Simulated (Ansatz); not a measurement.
**Nudged elastic band of AlHBrClF2**

AlHBrClF2, computed with RHF/def2-SVP (Ansatz 0.2.0).

Figures and captions count atoms from 1; the log counts them from 0 in places.

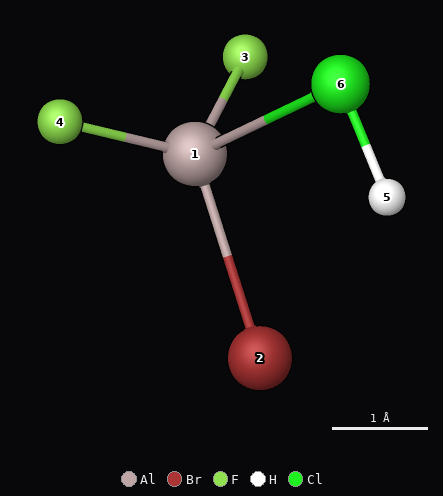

**Figure 1.** The structure as given in the input (ball-and-stick view, seen at a tilt; atoms are numbered from 1 in the order of the input). Sticks mark near contacts. Bond lengths as drawn: Al–Br 2.26 Å, Al–Cl 2.49 Å, Al–F 1.64 Å and Cl–H 1.29 Å.

## Input file
```yaml
crystal:
  periodic: [false, false, false]
  atoms:
    - {symbol: Al, position_ang: [-0.384213, -0.469646, -0.490520]}
    - {symbol: Br, position_ang: [1.593953, -1.451249, -0.020040]}
    - {symbol: F, position_ang: [-0.552123, 0.283876, -1.937705]}
    - {symbol: F, position_ang: [-1.730264, -1.040399, 0.252933]}
    - {symbol: H, position_ang: [1.115848, 1.119236, 1.276745]}
    - {symbol: Cl, position_ang: [-0.043300, 1.558184, 0.918688]}
basis:
  gaussian: {orbitals: def2-SVP}
hamiltonian: {xc: hf}
neb:
  images: 5
  climbing: true
  max_iterations: 25
  initial_path: idpp
  spring: 1.0
  final_atoms:
    - {symbol: Al, position_ang: [-0.750519, 0.079528, -0.355537]}
    - {symbol: Br, position_ang: [1.593473, -1.021670, 0.239382]}
    - {symbol: F, position_ang: [-0.523711, 0.186632, -1.977604]}
    - {symbol: F, position_ang: [-1.699506, -1.135014, 0.208668]}
    - {symbol: H, position_ang: [1.930266, 0.077614, 1.085075]}
    - {symbol: Cl, position_ang: [-0.550103, 1.812911, 0.800116]}
```

Machine: 4 threads of Arm Neoverse V1, 23 GiB of memory available, shared host.

Launched with:
```bash
ansatz run in.yaml --threads 4 --pin off --events-out ev --progress --plain --max-ram 9574MiB
```

## Log
```
Functional definition: HF
  name "HF"
  cite "Fock, Z. Phys. 61, 126 (1930) doi:10.1007/BF01340294"
  parent pbe
  exchange = exact_x
  correlation = 0
998 factors; integrals over basis functions are off by at most 3.3e-4 eV
mean field evaluation 1: about -94497.4832 eV, gradient 4.0e1 eV
mean field evaluation 2: about -94497.5177 eV, gradient 4.0e1 eV
mean field evaluation 4: about -94500.6205 eV, gradient 2.0e0 eV
mean field evaluation 8: about -94500.6469 eV, gradient 1.5e-1 eV
mean field -94500.64704488 eV, -3472.8347240602 hartree, gradient 2.4e-5 eV, S^2 0.000000; 0 other end points of the search recorded, 0 dependent functions left out
the calculation of the forces begins
reference -94500.64704488 eV, -3472.8347240602 hartree; 42, 42 occupied and 59, 59 virtual orbitals, 998 factors
1001 factors; integrals over basis functions are off by at most 8.0e-4 eV
mean field evaluation 16: about -94500.5896 eV, gradient 2.0e0 eV
mean field -94500.61725860 eV, -3472.8336294347 hartree, gradient 4.7e-5 eV, S^2 0.000000; 0 other end points of the search recorded, 0 dependent functions left out
[... from here on the field's lines of each further geometry are left out, up to the last ...]
WARN: NEB end point (image 0): max|allowed force component| = 3.439e-1 eV/Å (the criterion of neb.relax_end_points is 1.000e-2). That is over neb.f_tol: it is no minimum, so the barrier can be far off. Relax it first
WARN: NEB end point (image 6): max|allowed force component| = 3.297e-1 eV/Å (the criterion of neb.relax_end_points is 1.000e-2). That is over neb.f_tol: it is no minimum, so the barrier can be far off. Relax it first
NEB iter   1: max|band force component| = 2.298e0 eV/Å  barrier→ = 2.5495 eV  barrier← = 2.5197 eV  Δτ_max = 0.2000 Å  (252 SCF iters)
NEB iter   2: max|band force component| = 2.693e0 eV/Å  barrier→ = 1.3022 eV  barrier← = 1.2724 eV  Δτ_max = 0.1014 Å  (162 SCF iters)
NEB iter   3: max|band force component| = 1.413e0 eV/Å  barrier→ = 0.9705 eV  barrier← = 0.9407 eV  Δτ_max = 0.1020 Å  (161 SCF iters)
NEB iter   4: max|band force component| = 5.189e-1 eV/Å  barrier→ = 0.8188 eV  barrier← = 0.7890 eV  Δτ_max = 0.1541 Å  (163 SCF iters)
NEB iter   5: max|band force component| = 6.646e-1 eV/Å  barrier→ = 0.7910 eV  barrier← = 0.7612 eV  CI = image 3  Δτ_max = 0.0989 Å  (163 SCF iters)
NEB iter   6: max|band force component| = 3.458e-1 eV/Å  barrier→ = 0.8234 eV  barrier← = 0.7936 eV  CI = image 3  Δτ_max = 0.0406 Å  (162 SCF iters)
NEB iter   7: max|band force component| = 1.190e-1 eV/Å  barrier→ = 0.8242 eV  barrier← = 0.7944 eV  CI = image 3  Δτ_max = 0.0058 Å  (166 SCF iters)
NEB iter   8: max|band force component| = 9.950e-2 eV/Å  barrier→ = 0.8232 eV  barrier← = 0.7935 eV  CI = image 3  Δτ_max = 0.0033 Å  (140 SCF iters)
NEB iter   9: max|band force component| = 5.275e-2 eV/Å  barrier→ = 0.8230 eV  barrier← = 0.7932 eV  CI = image 3  Δτ_max = 0.0013 Å  (128 SCF iters)
the calculation of the forces begins
reference -94499.85804075 eV, -3472.8057286931 hartree; 42, 42 occupied and 59, 59 virtual orbitals, 999 factors
these checks for a lower state are left out or cut short: stability, starts, cluster_reference, orbital_swaps, neighbouring_geometries, increment
1000 factors; integrals over basis functions are off by at most 5.9e-4 eV
mean field evaluation 672: about -94500.1112 eV, gradient 3.7e-4 eV
mean field -94500.11116876 eV, -3472.8150309761 hartree, gradient 1.3e-6 eV, S^2 0.000000; 0 other end points of the search recorded, 0 dependent functions left out
the calculation of the forces begins
reference -94500.11116876 eV, -3472.8150309761 hartree; 42, 42 occupied and 59, 59 virtual orbitals, 1000 factors
NEB iter  10: max|band force component| = 2.886e-2 eV/Å  barrier→ = 0.8229 eV  barrier← = 0.7931 eV  CI = image 3  Δτ_max = 0.0000 Å  (953 SCF iters)
```

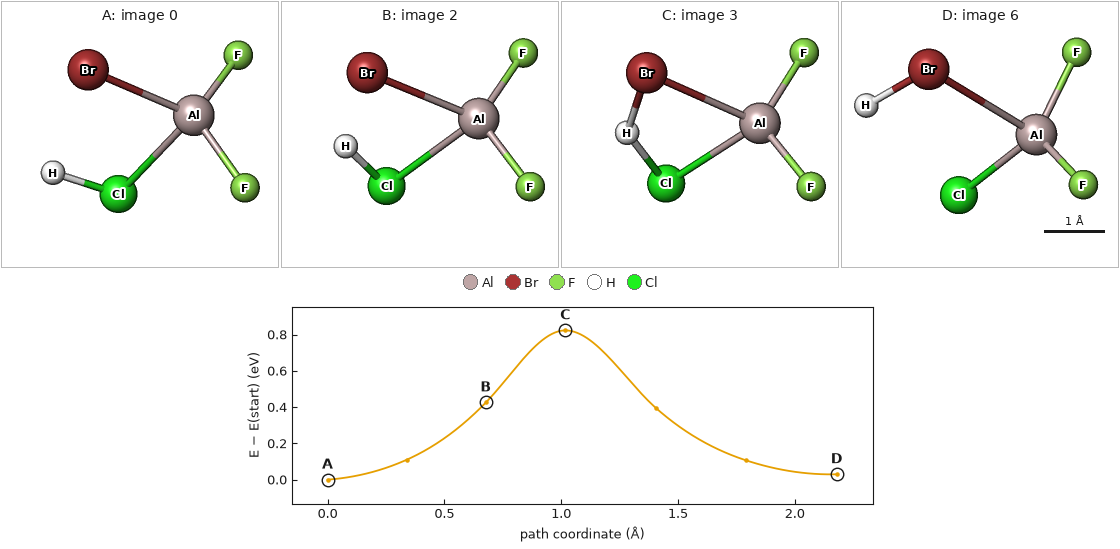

**Figure 2.** Images of the last band (counted from 0; ball-and-stick, seen at a tilt) above the energy along the path; the line is a cubic interpolation that uses the forces. The highest image is number 3, 0.823 eV above the start and 0.793 eV above the end (the climbing image); the end lies 0.030 eV above the start. The path is 2.18 Å long. The band converged in 10 iterations. The end points carry forces over 0.1 eV/Å, so they aren't fully relaxed minima and the barriers are approximate.

```
Total energy: -94499.82412501 eV, -3472.8044823128 hartree
Atom 0 at    -0.524773    -0.198345    -0.402105 Å, force    -0.023906    -0.017313    -0.023328 eV/Å
Atom 1 at     1.683034    -0.970290     0.318621 Å, force    -0.001481    -0.004645    -0.003604 eV/Å
Atom 2 at    -0.529091     0.207083    -1.989940 Å, force     0.013397     0.006208     0.012631 eV/Å
Atom 3 at    -1.719067    -1.130492     0.222694 Å, force     0.014481     0.007428     0.010611 eV/Å
Atom 4 at     1.149185     0.517262     0.930762 Å, force    -0.002999     0.005883     0.001944 eV/Å
Atom 5 at    -0.059388     1.574783     0.920069 Å, force     0.000508     0.002438     0.001747 eV/Å
Dipole moment:     0.420319     0.133162     0.306550 e Å
```

## The last band as extended XYZ (Å, eV, eV/Å)
```
6
Properties=species:S:1:pos:R:3:forces:R:3 image=0 energy=-94500.64705
Al   -0.3842   -0.4696   -0.4905   -0.0589  -0.1463  -0.1201
Br    1.5940   -1.4512   -0.0200    0.0739  -0.0863  -0.0124
F    -0.5521    0.2839   -1.9377   -0.0230   0.0219  -0.0956
F    -1.7303   -1.0404    0.2529   -0.0857  -0.0486   0.0210
H     1.1158    1.1192    1.2767   -0.2503   0.2410   0.0111
Cl   -0.0433    1.5582    0.9187    0.3439   0.0183   0.1960
6
Properties=species:S:1:pos:R:3:forces:R:3 image=1 energy=-94500.53717
Al   -0.4233   -0.4192   -0.4810    0.0710  -0.1873  -0.0750
Br    1.6137   -1.2860    0.0905   -0.0457  -0.2645  -0.1845
F    -0.5695    0.2741   -1.9608   -0.0151   0.0177   0.0180
F    -1.7527   -1.0559    0.2394   -0.0050   0.0290  -0.0006
H     1.1086    0.9080    1.1451    0.0386   0.3642   0.2409
Cl    0.0231    1.5789    0.9669   -0.0437   0.0408   0.0012
6
Properties=species:S:1:pos:R:3:forces:R:3 image=2 energy=-94500.22153
Al   -0.4595   -0.3162   -0.4382    0.2776  -0.5311  -0.1718
Br    1.6491   -1.1209    0.2093   -0.0920  -0.5158  -0.3613
F    -0.5543    0.2501   -1.9741   -0.0377   0.0830   0.0461
F    -1.7421   -1.0849    0.2344   -0.0272   0.0948   0.0265
H     1.0760    0.7123    1.0093   -0.3676   0.9084   0.3514
Cl    0.0307    1.5595    0.9593    0.2470  -0.0393   0.1091
6
Properties=species:S:1:pos:R:3:forces:R:3 image=3 energy=-94499.82412
Al   -0.5248   -0.1983   -0.4021   -0.0239  -0.0173  -0.0233
Br    1.6830   -0.9703    0.3186   -0.0015  -0.0046  -0.0036
F    -0.5291    0.2071   -1.9899    0.0134   0.0062   0.0126
F    -1.7191   -1.1305    0.2227    0.0145   0.0074   0.0106
H     1.1492    0.5173    0.9308   -0.0030   0.0059   0.0019
Cl   -0.0594    1.5748    0.9201    0.0005   0.0024   0.0017
6
Properties=species:S:1:pos:R:3:forces:R:3 image=4 energy=-94500.25063
Al   -0.6226   -0.0813   -0.3839   -0.3327   0.3827   0.0524
Br    1.7172   -0.9185    0.3683    0.0744   0.0720   0.0835
F    -0.5020    0.1600   -2.0010    0.0491  -0.0729  -0.0121
F    -1.6902   -1.1755    0.2082    0.0528  -0.0689  -0.0188
H     1.3601    0.3670    0.9534    0.6964  -0.5240   0.0578
Cl   -0.2628    1.6482    0.8551   -0.5399   0.2111  -0.1628
6
Properties=species:S:1:pos:R:3:forces:R:3 image=5 energy=-94500.54067
Al   -0.7158   -0.0099   -0.3910   -0.1072   0.0862  -0.0055
Br    1.7197   -0.9321    0.3614   -0.0015  -0.0332  -0.0209
F    -0.4951    0.1268   -2.0106   -0.0032  -0.0258  -0.0050
F    -1.6788   -1.2038    0.1905    0.0048  -0.0168  -0.0199
H     1.6289    0.2986    1.0566    0.3099  -0.0895   0.1125
Cl   -0.4589    1.7204    0.7932   -0.2027   0.0791  -0.0612
6
Properties=species:S:1:pos:R:3:forces:R:3 image=6 energy=-94500.61726
Al   -0.7416    0.0296   -0.3809   -0.1812  -0.0009  -0.0980
Br    1.6361   -0.9284    0.3187    0.2635   0.2624   0.3004
F    -0.4679    0.1040   -1.9976   -0.0162   0.0089  -0.0770
F    -1.6437   -1.2177    0.1887   -0.0641  -0.0449   0.0120
H     1.8871    0.2101    1.1419    0.0094  -0.3297  -0.1943
Cl   -0.6700    1.8024    0.7293   -0.0114   0.1042   0.0569
```

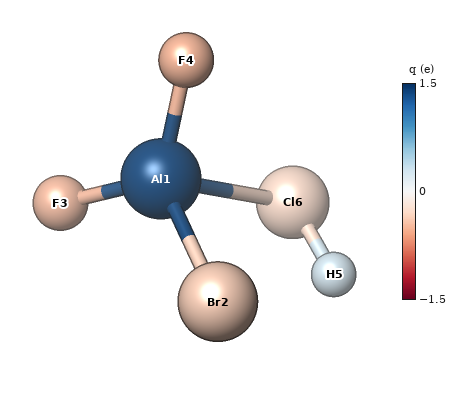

**Figure 3.** Mulliken charges, as the colour of each atom (ball-and-stick view, seen at a tilt; atoms are numbered from 1 in the order of the input). By element: Al +1.40, Br −0.35, F −0.52, H +0.32 and Cl −0.33 e.

## Summary

```tsv
quantity	value
outcome	converged
barrier, forward	0.823 eV
barrier, backward	0.793 eV
dipole moment (one image of the band)	2.58 D
wall time	57 s (CPU time 3.3 min)
peak memory	0.46 GiB
```
